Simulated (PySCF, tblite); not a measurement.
# CH₄AlNO₃, a small gas-phase stand-in for a defect centre: NMR shifts, core binding energies and electronic excitations, part 2 of 2

tblite 0.8.0 and PySCF 2.14.0. Atoms count from 0, parts from 1.

## 5. Core-electron binding energies: SCAN, X2C

The job: settings as JSON, then the geometry in Å.

```
{"job": {"kind": "xps", "holes": 5}, "charge": 0, "multiplicity": 1}
C     -0.947468    -1.677056     0.499655
O     -0.897896    -0.651799    -0.355702
Al     0.078400     0.724497    -0.694245
O      1.405030     0.975473     0.337098
O     -0.273792     1.753196    -1.983796
N      0.051576    -1.628824     1.372529
H      2.040583     1.691475     0.279266
H     -1.009032     1.649819    -2.589684
H      0.112364    -2.362720     2.065830
H      0.770404    -0.891933     1.393646
```

Method: delta-SCF UKS SCAN, pcX-2 on the ionised atom, pcseg-1 elsewhere, spin-free X2C.

Output:

```text
ground state, core basis on atom 0 (C), 139 functions
  cycle   1  E = -563.59513626  |g| = 1.20e+00
  cycle   2  E = -562.88417801  |g| = 2.23e+00
  cycle   3  E = -563.86268582  |g| = 2.14e-01
  cycle   4  E = -563.86957286  |g| = 1.25e-01
  cycle   5  E = -563.87259877  |g| = 3.99e-02
  cycle   6  E = -563.87294499  |g| = 1.18e-02
  cycle   7  E = -563.87297709  |g| = 1.75e-03
  cycle   8  E = -563.87297956  |g| = 8.34e-04
  cycle   9  E = -563.87297655  |g| = 3.68e-04
  E(ground) = -563.92179791 Eh
hole in C 1s of atom 0
  cycle   1  E = -552.57860611  |g| = 1.48e+00
  cycle   2  E = -548.52280285  |g| = 3.03e+00
  cycle   3  E = -552.75198304  |g| = 9.33e-01
  cycle   4  E = -553.01613495  |g| = 5.25e-01
  cycle   5  E = -553.09118661  |g| = 2.89e-01
  cycle   6  E = -553.11698393  |g| = 1.58e-01
  cycle   7  E = -553.12842979  |g| = 3.73e-02
  cycle   8  E = -553.12903242  |g| = 1.49e-02
  cycle   9  E = -553.12923202  |g| = 7.98e-03
  cycle  10  E = -553.12934197  |g| = 5.63e-03
  cycle  11  E = -553.12940442  |g| = 4.88e-03
  cycle  12  E = -553.12943283  |g| = 1.51e-03
  cycle  13  E = -553.12943631  |g| = 6.92e-04
  cycle  14  E = -553.12943706  |g| = 1.95e-04
  E(ion) = -553.17729077 Eh   <S^2> = 0.8267   hole on atom = 1.000   binding energy = 292.373 eV
ground state, core basis on atom 1 (O), 139 functions
  cycle   1  E = -563.90151164  |g| = 1.09e-01
  cycle   2  E = -563.89879025  |g| = 1.34e-01
  cycle   3  E = -563.90152295  |g| = 6.05e-02
  cycle   4  E = -563.90220898  |g| = 7.86e-03
  cycle   5  E = -563.90222112  |g| = 2.16e-03
  cycle   6  E = -563.90222030  |g| = 4.10e-04
  E(ground) = -563.94836010 Eh
hole in O 1s of atom 1
  cycle   1  E = -543.29466841  |g| = 2.23e+00
  cycle   2  E = -542.60860176  |g| = 2.33e+00
  cycle   3  E = -543.95463978  |g| = 6.44e-01
  cycle   4  E = -543.98239499  |g| = 5.49e-01
  cycle   5  E = -544.11900704  |g| = 8.08e-02
  cycle   6  E = -544.12145796  |g| = 3.88e-02
  cycle   7  E = -544.12208044  |g| = 1.29e-02
  cycle   8  E = -544.12213959  |g| = 4.75e-03
  cycle   9  E = -544.12215139  |g| = 1.31e-03
  cycle  10  E = -544.12215092  |g| = 1.16e-03
  cycle  11  E = -544.12215163  |g| = 3.44e-04
  E(ion) = -544.16842111 Eh   <S^2> = 0.7635   hole on atom = 1.000   binding energy = 538.240 eV
ground state, core basis on atom 2 (Al), 150 functions
  cycle   1  E = -563.95495329  |g| = 2.62e-01
  cycle   2  E = -563.94984126  |g| = 2.00e-01
  cycle   3  E = -563.95126960  |g| = 1.72e-01
  cycle   4  E = -563.95692982  |g| = 2.97e-02
  cycle   5  E = -563.95709973  |g| = 8.11e-03
  cycle   6  E = -563.95711418  |g| = 1.01e-03
  cycle   7  E = -563.95711563  |g| = 5.33e-04
  cycle   8  E = -563.95711536  |g| = 8.06e-05
  E(ground) = -563.96869752 Eh
hole in Al 2p of atom 2
  cycle   1  E = -560.69040339  |g| = 1.08e+00
  cycle   2  E = -559.65856053  |g| = 1.43e+00
  cycle   3  E = -560.62828552  |g| = 7.50e-01
  cycle   4  E = -560.93166118  |g| = 1.74e-01
  cycle   5  E = -560.94370965  |g| = 1.57e-01
  cycle   6  E = -560.95252490  |g| = 5.21e-02
  cycle   7  E = -560.95440030  |g| = 1.55e-02
  cycle   8  E = -560.95444290  |g| = 1.15e-02
  cycle   9  E = -560.95450126  |g| = 1.53e-03
  cycle  10  E = -560.95450412  |g| = 1.10e-03
  cycle  11  E = -560.95450433  |g| = 5.49e-04
  cycle  12  E = -560.95450672  |g| = 2.43e-04
  E(ion) = -560.97281095 Eh   <S^2> = 0.7587   hole on atom = 1.003   binding energy = 81.522 eV
  2p3/2 = 81.129 eV   2p1/2 = 81.647 eV
ground state, core basis on atom 3 (O), 139 functions
  cycle   1  E = -563.90231540  |g| = 1.01e-01
  cycle   2  E = -563.90155773  |g| = 7.73e-02
  cycle   3  E = -563.90193090  |g| = 6.30e-02
  cycle   4  E = -563.90263975  |g| = 6.46e-03
  cycle   5  E = -563.90264953  |g| = 2.05e-03
  cycle   6  E = -563.90264861  |g| = 6.23e-04
  cycle   7  E = -563.90264938  |g| = 8.97e-05
  E(ground) = -563.94837199 Eh
hole in O 1s of atom 3
  cycle   1  E = -543.29664478  |g| = 2.22e+00
  cycle   2  E = -541.37943454  |g| = 2.49e+00
  cycle   3  E = -543.59175617  |g| = 9.91e-01
  cycle   4  E = -543.99621026  |g| = 4.84e-01
  cycle   5  E = -544.07501900  |g| = 2.69e-01
  cycle   6  E = -544.10509879  |g| = 1.07e-01
  cycle   7  E = -544.10965248  |g| = 3.59e-02
  cycle   8  E = -544.11028788  |g| = 7.73e-03
  cycle   9  E = -544.11029892  |g| = 4.96e-03
  cycle  10  E = -544.11031446  |g| = 7.34e-04
  cycle  11  E = -544.11031445  |g| = 5.41e-04
  cycle  12  E = -544.11031546  |g| = 2.68e-04
  E(ion) = -544.15756489 Eh   <S^2> = 0.7633   hole on atom = 1.000   binding energy = 538.535 eV
ground state, core basis on atom 5 (N), 139 functions
  cycle   1  E = -563.88171693  |g| = 9.18e-02
  cycle   2  E = -563.88020495  |g| = 1.05e-01
  cycle   3  E = -563.88203871  |g| = 3.80e-02
  cycle   4  E = -563.88229639  |g| = 1.21e-02
  cycle   5  E = -563.88232728  |g| = 1.82e-03
  cycle   6  E = -563.88232894  |g| = 5.92e-04
  cycle   7  E = -563.88232833  |g| = 1.03e-04
  E(ground) = -563.92932590 Eh
hole in N 1s of atom 5
  cycle   1  E = -548.27326925  |g| = 1.86e+00
  cycle   2  E = -547.46341619  |g| = 2.18e+00
  cycle   3  E = -548.82125093  |g| = 6.15e-01
  cycle   4  E = -548.85477807  |g| = 5.39e-01
  cycle   5  E = -548.96409259  |g| = 8.45e-02
  cycle   6  E = -548.96564624  |g| = 5.74e-02
  cycle   7  E = -548.96687997  |g| = 8.08e-03
  cycle   8  E = -548.96690281  |g| = 4.40e-03
  cycle   9  E = -548.96691372  |g| = 1.31e-03
  cycle  10  E = -548.96691478  |g| = 1.06e-03
  cycle  11  E = -548.96691637  |g| = 4.12e-04
  E(ion) = -549.01232316 Eh   <S^2> = 0.7649   hole on atom = 1.000   binding energy = 405.912 eV
```

Wall time 44 s (1 thread of Arm Neoverse N1, shared host); peak memory 0.52 GiB.

Binding energies by hole, beside the orbital energy of the ground state; the difference holds orbital relaxation and, for a density functional, its self-interaction error:

| hole | stands for | environment | ΔSCF (eV; 2p as the shell's mean) | −ε (eV) | ⟨S²⟩ |
| --- | --- | --- | --- | --- | --- |
| C1s on C0 | C0 | carbon bonded to N, O | 292.37 | 274.9 | 0.827 |
| O1s on O1 | O1 | oxygen bonded to C, Al | 538.24 | 516.7 | 0.764 |
| Al2p on Al2 | Al2 | aluminium bonded to 3 O | 81.30 | 71.1 | 0.759 |
| O1s on O3 | O3 | oxygen bonded to Al, H | 538.54 | 516.7 | 0.763 |
| N1s on N5 | N5 | nitrogen bonded to C, 2 H | 405.91 | 386.6 | 0.765 |

With the spin-orbit splitting: Al2 2p3/2 81.13, 2p1/2 81.65 eV. The table gives each 2p level as the mean over the whole 2p shell (two parts 2p3/2, one part 2p1/2), which differs a little from the single hole in the log.

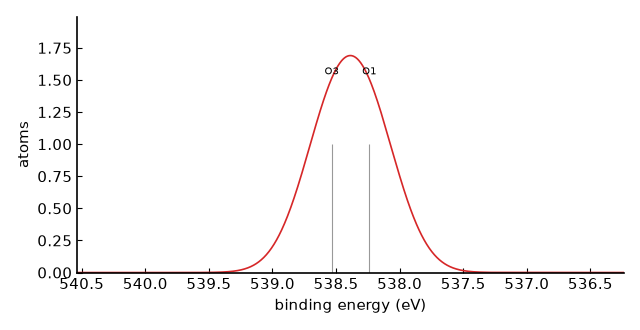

The O1s photoelectron lines, weighted by the number of atoms. Only 2 of the 3 O atoms are covered by sound results. Lines are broadened to a width of 0.60 eV (Gaussian).

## 6. Excited states and response: CAM-B3LYP/def2-SVPD

Settings changed since step 5:

```diff
@@ -1,2 +1,2 @@
-{"job": {"kind": "xps", "holes": 5}, "charge": 0, "multiplicity": 1}
+{"job": {"kind": "uv", "xc": "CAM-B3LYP", "basis": "def2-SVPD", "nstates": 6, "ntriplets": 2, "ip": true}, "charge": 0, "multiplicity": 1}
 C     -0.947468    -1.677056     0.499655
```

Level: TDDFT CAM-B3LYP/def2-SVPD, vertical, gas phase, core orbitals frozen in the response.

Output:

```text
coarse grid: 9512 points
cycle   1  E = -562.7377702227  dE =  7.129e-01  |g| = 1.132e+00  |ddm| = 4.459e+00
cycle   2  E = -562.5438422509  dE =  1.939e-01  |g| = 1.550e+00  |ddm| = 3.930e+00
cycle   3  E = -562.9845088245  dE = -4.407e-01  |g| = 7.453e-02  |ddm| = 2.200e+00
cycle   4  E = -562.9854225566  dE = -9.137e-04  |g| = 4.421e-02  |ddm| = 1.668e-01
cycle   5  E = -562.9858203314  dE = -3.978e-04  |g| = 1.253e-02  |ddm| = 8.250e-02
cycle   6  E = -562.9858557184  dE = -3.539e-05  |g| = 4.567e-03  |ddm| = 4.304e-02
cycle   7  E = -562.9858613089  dE = -5.590e-06  |g| = 1.262e-03  |ddm| = 1.156e-02
final grid: 89208 points
cycle   8  E = -563.0846037213  dE = -2.714e-05  |g| = 3.212e-03  |ddm| = 4.866e-02
cycle   9  E = -563.0846032975  dE =  4.239e-07  |g| = 3.774e-03  |ddm| = 7.745e-03
cycle  10  E = -563.0846060857  dE = -2.788e-06  |g| = 2.731e-04  |ddm| = 3.721e-03
cycle  11  E = -563.0846060989  dE = -1.319e-08  |g| = 2.313e-04  |ddm| = 1.339e-03
cycle  12  E = -563.0846061100  dE = -1.112e-08  |g| = 4.887e-05  |ddm| = 3.891e-04
cycle  13  E = -563.0846061106  dE = -5.080e-10  |g| = 1.790e-05  |ddm| = 9.721e-05
converged SCF energy = -563.0846061106

Static polarisability (au): isotropic 56.735, principal 43.215 58.134 68.857

Singlet excitations
state   eV       nm        f      main configurations
  1   4.3137    287.4   0.00618   H->L+1 0.76, H->L+5 0.22
  2   4.5012    275.4   0.06437   H->L 0.94
  3   6.0318    205.6   0.03835   H->L+5 0.72, H->L+1 0.22
  4   6.1406    201.9   0.02077   H->L+4 0.47, H->L+2 0.38
  5   6.4776    191.4   0.07383   H->L+2 0.49, H->L+4 0.28, H->L+8 0.12
  6   6.8730    180.4   0.00351   H->L+3 0.73, H->L+4 0.16

Triplet excitations (Tamm-Dancoff, eV): 2.7312 4.1686
Vertical ionisation energy (delta-SCF) = 8.1839 eV
Vertical electron affinity (delta-SCF) = -0.2692 eV
```

Run time: 69 s. Hardware: 1 thread of Arm Neoverse N1, shared host; peak memory 0.85 GiB.

Frontier orbitals and where they lie:

| orbital | eV | atoms |
| --- | --- | --- |
| HOMO−3 | -11.53 | O1 48 %, O4 28 %, C0 7 % |
| HOMO−2 | -11.22 | O4 53 %, O3 33 %, Al2 7 % |
| HOMO−1 | -10.03 | N5 49 %, O1 29 %, C0 11 % |
| HOMO | -7.19 | C0 60 %, O1 20 %, N5 11 % |
| LUMO | -0.33 | Al2 62 %, O3 10 %, O4 9 % |
| LUMO+1 | 0.98 | Al2 29 %, C0 23 %, O1 14 % |
| LUMO+2 | 1.32 | O3 28 %, O4 21 %, Al2 14 % |

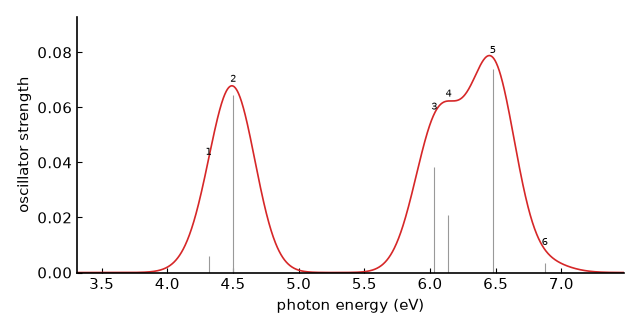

Absorption spectrum from the 6 singlet states computed; above the last one it falls off for lack of states. Lines are broadened to a width of 0.40 eV (Gaussian).

Further results of this job:

| property | computed |
| --- | --- |
| dipole moment (D) | 3.49 |
| polarisability (Å³) | 8.41 |
| HOMO–LUMO gap (eV) | 6.86 |
| −ε(HOMO) (eV) | 7.19 |

## 7. What came out

This closing draws on all 2 parts.

| quantity | value |
| --- | --- |
| point group | Cs |
| rotational constants (main isotopes) | 5.65, 1.97, 1.46 GHz |
| $^{13}$C shifts against TMS (PBE0/pcSseg-2) | 305.8 ppm |
| $^{1}$H shifts against TMS (PBE0/pcSseg-2) | 7.76, 6.73, 1.70, 1.55 ppm |
| $^{17}$O shifts against H2O (PBE0/pcSseg-2) | 225.9, 24.6, 11.9 ppm |
| $^{27}$Al shifts against AlH4- (PBE0/pcSseg-2) | 6.3 ppm |
| $^{15}$N shifts against NH3 (PBE0/pcSseg-2) | 176.0 ppm |
| potential on the surface of density 0.002 e/bohr³, 1st and 99th percentile | -2.39 V and 3.21 V |
| O1s binding energies, SCAN/pcX-2 (standing for 2 of 3 atoms) | O3 538.54, O1 538.24 eV |
| C1s binding energies, SCAN/pcX-2 | C0 292.37 eV |
| Al2p binding energies, SCAN/pcX-2 | Al2 81.30 eV |
| N1s binding energies, SCAN/pcX-2 | N5 405.91 eV |
| lowest singlet (CAM-B3LYP/def2-SVPD) | 4.31 eV (287 nm), f = 0.006 |
| brightest single state of those computed | state 5, 6.48 eV, f = 0.074 |
| lowest triplet | 2.73 eV |
| vertical ionisation energy (ΔSCF) | 8.18 eV |
| vertical electron affinity (ΔSCF) | -0.27 eV (unbound: the value hangs on the basis) |

**Reading.** The start of the PBE0/def2-SVP relaxation was shaken at random by about 0.01 Å, so part of the energy gained, and of the first lengths quoted, undoes that. The optimisation took 6 steps and gained 0.217 eV; among the close pairs (by a distance rule), C0–N5 changed most, from 1.289 to 1.328 Å (PBE0/def2-SVP). At PBE0/pcSseg-2: The largest span, 535 ppm, is at C0, where the paramagnetic term is -365 ppm. By nearest atom (PBE0/pcSseg-2), the HOMO sits on C0 70 %; O1 13 % and the LUMO on Al2 31 %; H6, H7 about 14 % each. At SCAN/pcX-2: O3 (oxygen bonded to Al, H) binds its O1s electron 0.30 eV more tightly than O1 (oxygen bonded to C, Al). Only 2 of the 3 O atoms are covered by sound results. The lowest singlet, at 4.31 eV, is HOMO→LUMO+1 0.76, HOMO→LUMO+5 0.22 and is weak; of the 6 states computed, the strongest absorption comes from state 5 at 6.48 eV. The lowest triplet lies 1.58 eV below the lowest singlet (triplets in Tamm-Dancoff, singlets in full TDDFT). The orbital energy would give 7.19 eV for ionisation, ΔSCF gives 8.18 eV.
